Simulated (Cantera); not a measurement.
Charge: 1 mol SiCl4, 1.4 mol HCl, 13 mol H2, equilibrated at 16.0 bar.

Equilibrium computed with Cantera from the NASA thermochemical tables; the gas is ideal and each condensed phase is pure. Candidate condensed phases: Si; 19 gas species. The tables' values for SiCl3 are old estimates; treat these amounts as uncertain. Rates play no part.

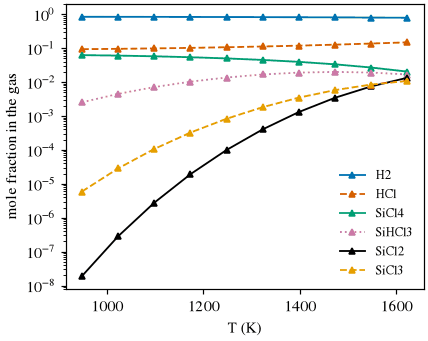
Equilibrium gas composition (values under 1e-9 drawn at 1e-9)

Q: Read off the mole fractions at 948 K.

A: H2 about 0.84, HCl about 0.093, SiCl4 about 0.062, SiHCl3 about 0.0025, SiCl3 about 5.9e-6, SiCl2 about 1.9e-8.
